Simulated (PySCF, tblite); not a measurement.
**C₂H₈BN₂Si radical: geometry, infrared bands and EPR parameters**

Wanted: the infrared bands and EPR parameters of C₂H₈BN₂Si radical (`C[Si@H]1[CH]NBN1`), by calculation.

Computed with tblite 0.8.0 and PySCF 2.14.0, with density-fitted response routines of our own, on a single molecule in the gas phase. Atoms are numbered from 0 throughout.

## 1. The molecule as given

14 atoms, charge 0, multiplicity 2; geometry from: force field or distance geometry start.

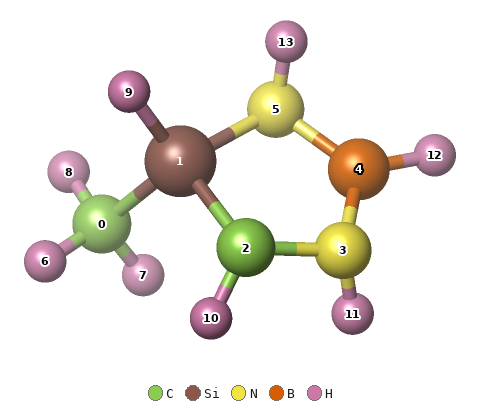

As it starts; carbon green, silicon brown, nitrogen yellow, boron orange, hydrogen pink, atoms numbered; sticks join atoms by distance.

## 2. Geometry optimisation with GFN2-xTB

What the job is given:

```
{"job": {"kind": "relax", "xc": "GFN2-xTB", "basis": "xTB"}, "charge": 0, "multiplicity": 2}
C     -1.901500     0.036200    -0.634600
Si    -0.517900     0.563300     0.480200
C      0.337100    -0.927200     1.210500
N      1.612700    -1.073500     0.519400
B      1.885600     0.176100    -0.300300
N      0.804000     1.242500    -0.471700
H     -2.695100    -0.463900    -0.039900
H     -1.517600    -0.654600    -1.400100
H     -2.334400     0.931600    -1.126400
H     -0.969100     1.492500     1.535400
H     -0.308500    -1.832800     1.095700
H      1.538600    -1.880200    -0.145300
H      2.911800     0.296300    -0.863800
H      1.153500     2.093200     0.029300
```

Launch:

```sh
OMP_NUM_THREADS=1 python probes_run.py task.json out
```

The driver reads the jobs from task.json and runs them one after another.

Log:

```text
step      E/eV     max force
  0    -465.54208    3.258
  1    -465.97405    2.512
  2    -466.47793    1.542
  3    -466.69001    1.299
  4    -466.95834    1.819
  5    -467.10260    1.317
  6    -467.21346    0.823
  7    -467.25127    0.935
  8    -467.27855    0.580
  9    -467.29960    0.389
 10    -467.32456    0.315
 11    -467.33448    0.319
 12    -467.35689    0.371
 13    -467.36935    0.362
 14    -467.38285    0.306
 15    -467.39434    0.303
 16    -467.40836    0.316
 17    -467.42111    0.332
 18    -467.43365    0.358
 19    -467.45042    0.404
 20    -467.47555    0.516
 21    -467.50316    0.578
 22    -467.52556    0.396
 23    -467.54371    0.441
 24    -467.55041    0.202
 25    -467.55948    0.313
 26    -467.56995    0.378
 27    -467.57698    0.228
 28    -467.57989    0.123
 29    -467.58171    0.118
 30    -467.58345    0.101
 31    -467.58497    0.108
 32    -467.58640    0.105
 33    -467.58742    0.066
 34    -467.58813    0.074
 35    -467.58883    0.075
 36    -467.58959    0.066
 37    -467.59033    0.059
 38    -467.59084    0.054
 39    -467.59113    0.045
 40    -467.59131    0.034
 41    -467.59151    0.036
 42    -467.59174    0.052
 43    -467.59195    0.054
 44    -467.59212    0.039
 45    -467.59229    0.030
 46    -467.59247    0.037
 47    -467.59269    0.054
 48    -467.59290    0.052
 49    -467.59308    0.037
 50    -467.59326    0.039
 51    -467.59350    0.056
 52    -467.59382    0.071
 53    -467.59410    0.056
 54    -467.59426    0.027
 55    -467.59436    0.027
 56    -467.59445    0.029
 57    -467.59454    0.029
 58    -467.59460    0.018
 59    -467.59464    0.015
 60    -467.59468    0.018
 61    -467.59473    0.020
 62    -467.59478    0.017
 63    -467.59481    0.016
 64    -467.59483    0.013
 65    -467.59484    0.011
 66    -467.59486    0.012
 67    -467.59488    0.008
```

It took 0.29 s on 1 thread of Arm Neoverse V2, shared host.

Relaxation path: (not every step is listed)

| step | energy from step 0 (eV) | largest force (eV/Å) |
| --- | --- | --- |
| 0 | 0.0000 | 3.2583 |
| 1 | -0.4320 | 2.5122 |
| 2 | -0.9359 | 1.5423 |
| 3 | -1.1479 | 1.2991 |
| 4 | -1.4163 | 1.8190 |
| 5 | -1.5605 | 1.3166 |
| 6 | -1.6714 | 0.8231 |
| 7 | -1.7092 | 0.9350 |
| 8 | -1.7365 | 0.5799 |
| 13 | -1.8273 | 0.3624 |
| 18 | -1.8916 | 0.3581 |
| 23 | -2.0016 | 0.4410 |
| 28 | -2.0378 | 0.1230 |
| 33 | -2.0453 | 0.0660 |
| 38 | -2.0488 | 0.0541 |
| 43 | -2.0499 | 0.0540 |
| 48 | -2.0508 | 0.0517 |
| 53 | -2.0520 | 0.0564 |
| 58 | -2.0525 | 0.0184 |
| 62 | -2.0527 | 0.0175 |
| 63 | -2.0527 | 0.0158 |
| 64 | -2.0528 | 0.0133 |
| 65 | -2.0528 | 0.0109 |
| 66 | -2.0528 | 0.0122 |
| 67 | -2.0528 | 0.0085 |

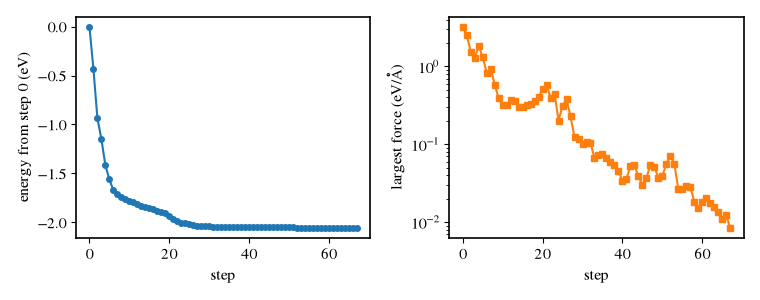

Energy and force, step by step.

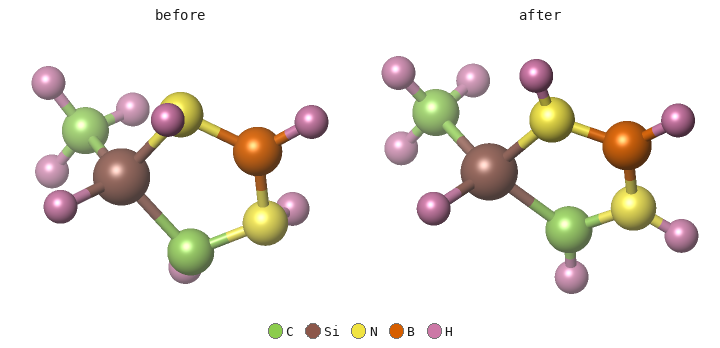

The geometry before (left) and after (right).

Close pairs (by a distance rule), those that changed most:

| bond | before (Å) | after (Å) | change (Å) |
| --- | --- | --- | --- |
| B4–N5 | 1.529 | 1.408 | -0.120 |
| C2–N3 | 1.458 | 1.365 | -0.093 |
| N3–B4 | 1.519 | 1.427 | -0.092 |
| C0–Si1 | 1.853 | 1.904 | +0.050 |
| N5–H13 | 1.047 | 1.005 | -0.043 |
| C2–H10 | 1.118 | 1.077 | -0.041 |
| N3–H11 | 1.048 | 1.009 | -0.039 |
| C0–H6 | 1.111 | 1.085 | -0.026 |

The end geometry stands in the next job.

## 3. Harmonic vibrations with GFN2-xTB

What the job is given:

```
{"job": {"kind": "ir", "xc": "GFN2-xTB", "basis": "xTB"}, "charge": 0, "multiplicity": 2}
C     -2.107507     0.291037    -0.677805
Si    -0.594801     0.373097     0.474729
C      0.325829    -1.189853     0.827472
N      1.619359    -1.068291     0.407725
B      1.954447     0.154798    -0.246796
N      0.839759     1.013923    -0.297857
H     -2.938763    -0.185153    -0.168391
H     -1.907656    -0.269249    -1.586285
H     -2.432061     1.286459    -0.965825
H     -0.939863     1.233390     1.629694
H      0.040455    -2.095157     1.336008
H      2.247267    -1.842423     0.561265
H      3.017720     0.376515    -0.676363
H      0.875138     1.920433    -0.729343
```

Log:

```text
mode    cm-1     km/mol
  1      99.8      0.01
  2     127.5      0.40
  3     144.9      0.42
  4     273.6     24.64
  5     358.7      0.44
  6     451.0     14.63
  7     466.6     43.64
  8     554.7     53.90
  9     585.6     26.75
 10     631.1     15.40
 11     652.3      8.48
 12     676.4     44.63
 13     711.6     90.00
 14     735.0    164.89
 15     767.0     11.79
 16     811.1     43.62
 17     837.3    143.17
 18     867.2    158.17
 19     934.8      3.55
 20    1016.7     30.97
 21    1138.9     21.10
 22    1202.8     56.30
 23    1275.6    274.82
 24    1338.1     29.41
 25    1366.8      8.87
 26    1371.9     44.95
 27    1488.5      0.28
 28    1495.7      0.11
 29    2086.2    401.37
 30    2647.9    213.22
 31    3039.3     23.98
 32    3039.7     31.49
 33    3052.7     32.25
 34    3087.1     48.49
 35    3442.7      2.53
 36    3512.9      2.27
```

Run time: 0.3 s. Hardware: 1 thread of Arm Neoverse V2, shared host.

The strongest bands and the atoms that carry them (share of the mass-weighted mode):

| cm⁻¹ | km/mol | atoms |
| --- | --- | --- |
| 712 | 90.0 | C0 22 %, Si1 18 %, N5 18 %, H9 18 % |
| 735 | 164.9 | H12 58 %, B4 26 % |
| 837 | 143.2 | H6 22 %, Si1 19 %, C2 12 % |
| 867 | 158.2 | Si1 33 %, C2 16 % |
| 1203 | 56.3 | H13 46 %, N5 21 %, B4 13 %, H11 11 % |
| 1276 | 274.8 | B4 56 %, N5 26 % |
| 2086 | 401.4 | H9 97 % |
| 2648 | 213.2 | H12 92 % |

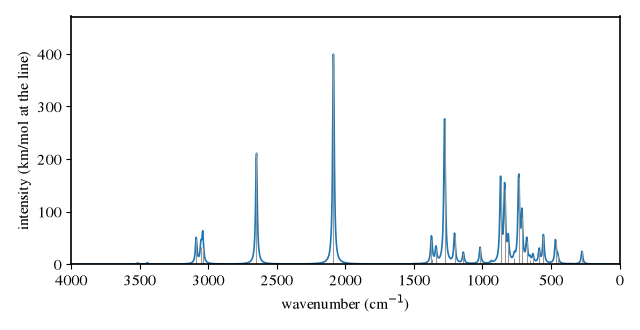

The infrared spectrum from these modes, unscaled. Lines are broadened to a width of 14 cm⁻¹ (Lorentzian).

## 4. g tensor and hyperfine couplings: B3LYP/pcH-1

The job, as its differences from that of step 3:

```diff
@@ -1,2 +1,2 @@
-{"job": {"kind": "ir", "xc": "GFN2-xTB", "basis": "xTB"}, "charge": 0, "multiplicity": 2}
+{"job": {"kind": "epr", "basis": "pcH-1"}, "charge": 0, "multiplicity": 2}
 C     -2.107507     0.291037    -0.677805
```

Method: UKS B3LYP, pcH-1 on B C H N Si, non-relativistic, mean-field spin-orbit, GIAO.

Log:

```text
UKS, coarse grid
  cycle   1  E = -504.89119923  |g| = 4.47e-01
  cycle   2  E = -504.81803069  |g| = 6.02e-01
  cycle   3  E = -504.97953341  |g| = 8.07e-02
  cycle   4  E = -504.98189873  |g| = 3.28e-02
  cycle   5  E = -504.98239003  |g| = 8.15e-03
  cycle   6  E = -504.98242370  |g| = 3.87e-03
  cycle   7  E = -504.98242926  |g| = 1.15e-03
  cycle   8  E = -504.98243116  |g| = 6.81e-04
UKS, final grid
  cycle   1  E = -504.98244930  |g| = 9.58e-04
  cycle   2  E = -504.98244870  |g| = 1.55e-03
  cycle   3  E = -504.98244974  |g| = 1.13e-04
  cycle   4  E = -504.98244975  |g| = 3.42e-05
  cycle   5  E = -504.98244975  |g| = 2.61e-05
E = -504.98244975 Eh   <S^2> = 0.7531 (exact 0.7500)
g shifts (ppm)      1          2          3
  rmc          -146       -146       -146
  gc              5         37         22
  oz_so          15        439       1105
  total        -126        330        982
hyperfine (MHz)  atom isotope    a_iso     a_fc   dipolar eigenvalues
    0   13C      34.87      34.87     -2.41     -2.18      4.59
    1  29Si      41.08      41.12     -3.59     -0.64      4.23
    2   13C      58.74      58.83    -60.56    -59.61    120.17
    3   14N       1.29       1.31     -8.87     -8.01     16.88
    4   11B       0.97       0.98     -7.11     -2.98     10.10
    5   14N      -1.00      -0.99     -0.63      0.06      0.57
    6    1H      -1.03      -1.03     -2.08     -1.23      3.31
    7    1H      -1.22      -1.22     -2.72     -1.13      3.85
    8    1H       2.69       2.69     -1.76     -1.14      2.90
    9    1H      58.08      58.08     -2.91     -1.58      4.49
   10    1H     -47.42     -47.43    -29.68      0.38     29.30
   11    1H     -12.09     -12.10    -10.24     -4.71     14.95
   12    1H      -8.83      -8.83     -4.83     -1.51      6.35
   13    1H      -2.07      -2.07     -1.82     -1.68      3.50
```

Run time: 44 s. Hardware: 1 thread of Arm Neoverse V2, shared host; peak memory 0.86 GiB.

Principal g values 2.00219, 2.00265, 2.00330; g(iso) = 2.00271, against 2.00232 for a free electron.

Mean a(iso) over the nuclei that a row names, and the largest dipolar term of the row (other rows stand at the frozen geometry):

| nuclei | isotope | a(iso) (MHz) | a(iso) (G, at g = 2.0023) | largest dipolar term (MHz) |
| --- | --- | --- | --- | --- |
| C2 | 13C | 58.7 | 21.0 | 120.2 |
| H9 | 1H | 58.1 | 20.7 | 4.5 |
| H10 | 1H | -47.4 | -16.9 | -29.7 |
| Si1 | 29Si | 41.1 | 14.7 | 4.2 |
| C0 | 13C | 34.9 | 12.4 | 4.6 |
| H11 | 1H | -12.1 | -4.3 | 14.9 |
| H12 | 1H | -8.8 | -3.2 | 6.3 |
| H13 | 1H | -2.1 | -0.7 | 3.5 |
| N3 | 14N | 1.3 | 0.5 | 16.9 |
| N5 | 14N | -1.0 | -0.4 | -0.6 |
| B4 | 11B | 1.0 | 0.3 | 10.1 |
| H6, H7, H8 | 1H | 0.1 | 0.1 | 3.8 |

Mulliken spin populations:

C0 0.02; Si1 0.01; C2 0.78; N3 0.11; B4 0.10; N5 0.00; H6 0.00; H7 0.00; H8 0.00; H9 0.03; H10 -0.03; H11 -0.01; H12 -0.01; H13 0.00

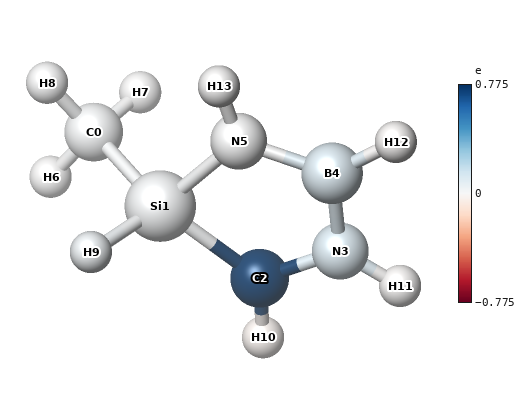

Mulliken spin populations, as colours on the atoms.

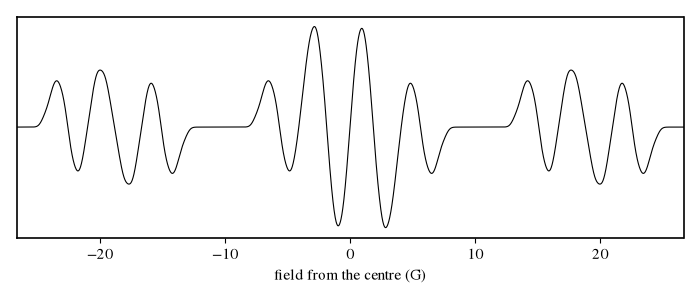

First-order isotropic spectrum (first derivative, main isotopes with spin only, couplings over 0.8 MHz, Gaussian width 0.3 G; couplings of the frozen geometry, rotation of groups not averaged beyond the rows shown).

The fields below are evaluated on a grid from the run's orbitals.

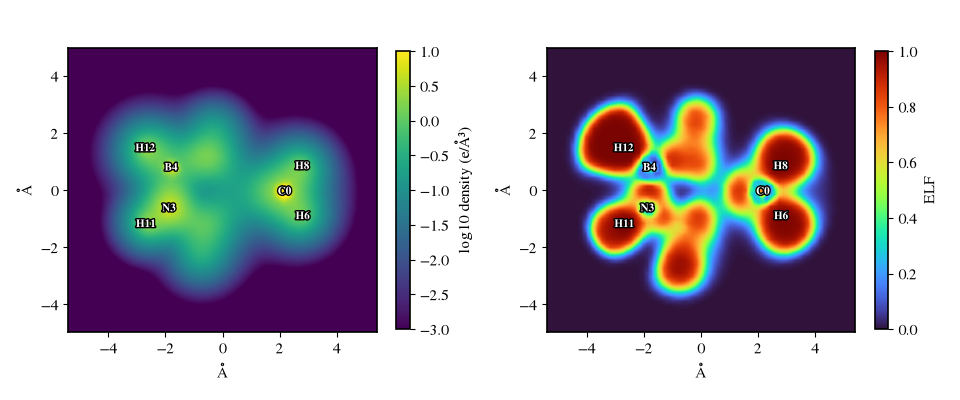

Density (left) and ELF (right) in a plane through or near 7 of the atoms.

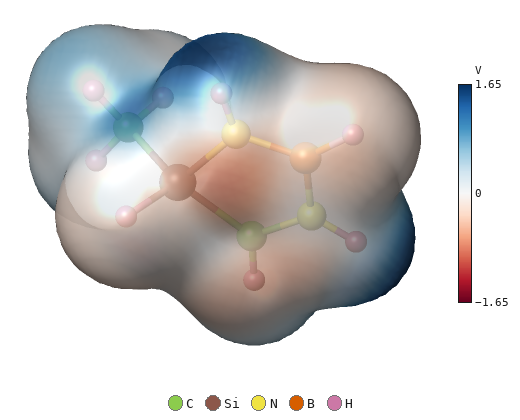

Electrostatic potential on the surface of density 0.002 e/bohr³; red is low, blue high. It runs from -0.71 V near N5 to 1.65 V near H11.

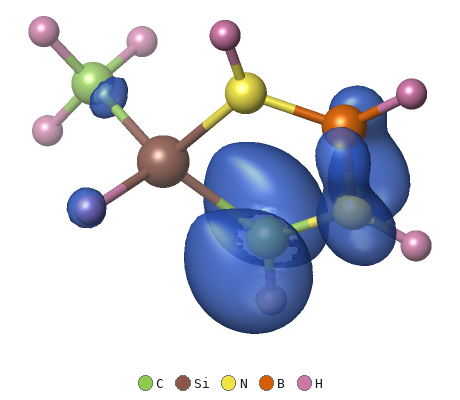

Spin density at ±0.03 e/Å³ (alpha excess blue, beta excess red).

## 5. Summary of results

```
                                                                  quantity                  value
                                 strongest single infrared mode (GFN2-xTB)  2086 cm⁻¹, 401 km/mol
                                              zero-point energy (GFN2-xTB)          66.2 kcal/mol
                                                            g(iso) (B3LYP)                2.00271
                                                                      ⟨S²⟩     0.753 (exact 0.75)
                                        largest a(iso) (averaged by class)    13C on C2, 58.7 MHz
potential on the surface of density 0.002 e/bohr³, 1st and 99th percentile     -0.71 V and 1.65 V
```

In words: Relaxing lowered the energy by 2.053 eV in 67 steps; the close pair that moved most is B4–N5, from 1.529 to 1.408 Å. No mode is imaginary among the 36: a minimum at this level. The strongest single mode, at 2086 cm⁻¹, moves mainly H9. GFN2-xTB is a fitted tight-binding method: band positions and strengths are rough. Its intensities can rank the bands wrongly. Most of the unpaired spin sits on C2 (0.78 e). The isotropic g lies 0.4 ppt above the free-electron value. The conformer search found further structures of the same energy, which may be mirror or relabelled copies of this one.
